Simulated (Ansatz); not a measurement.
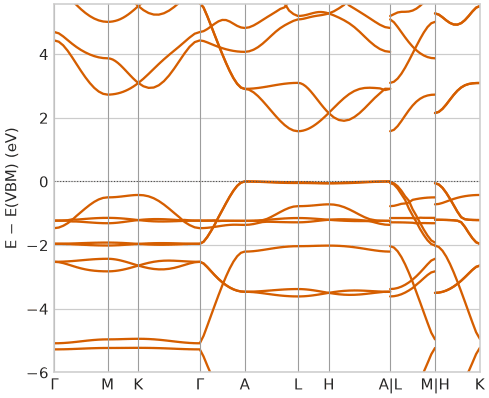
Figure. Band structure from plane-wave PAW r²SCAN (Ansatz code)

### Question
Read off the gap and where the band edges lie.

### Answer
About 1.6 eV (1.58 eV by a search for the band edges); maximum at A, minimum at L.

### Question
Which compound is it?
A. K2PdC2, P-3m1 (K on 2d, Pd on 1a, C on 2c)
B. Cd2SeS, P3m1 (Cd on 1a, Cd on 1b, Se on 1b, S on 1a)
C. SnSe2, CdI2 type

### Answer
A, K2PdC2, P-3m1 (K on 2d, Pd on 1a, C on 2c)

The first step of the workflow began from a Materials Project structure, measured or hypothetical; the Crystallography Open Database copy checked does not list it. Whether it is the stable phase at ambient conditions was not checked. The r²SCAN relaxation kept the symmetry of its start; its stability against distortions is not shown here. No spin polarisation was allowed. Scalar-relativistic: spin–orbit coupling is off unless named, which matters more the heavier the elements.

Potentials: the later of the program's two PAW sets.
